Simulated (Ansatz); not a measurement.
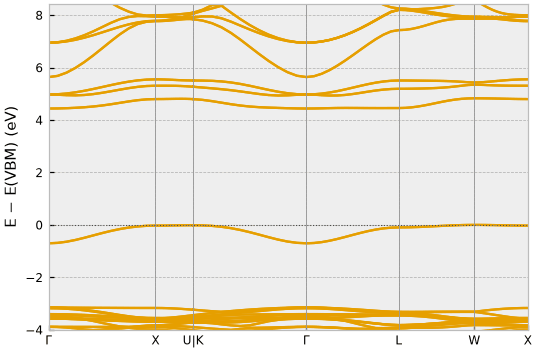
Figure: Band structure from the program Ansatz at the r²SCAN with spin–orbit coupling level (PAW)

**Question.** Read off the gap and where the band edges lie.

**Answer.** About 4.4 eV (4.44 eV by a search for the band edges); maximum at W, minimum at Γ.

The material is Rb2NaSbF6 in space group Fm-3m (No. 225; Rb on 8c, Na on 4b, Sb on 4a, F on 24e).

The first step of the workflow began from a Materials Project structure, measured or hypothetical; the Crystallography Open Database copy checked does not list it. Whether it is the stable phase at ambient conditions was not checked. The r²SCAN relaxation kept the symmetry of its start; its stability against distortions is not shown here.

Potentials: the later of the program's two PAW sets.
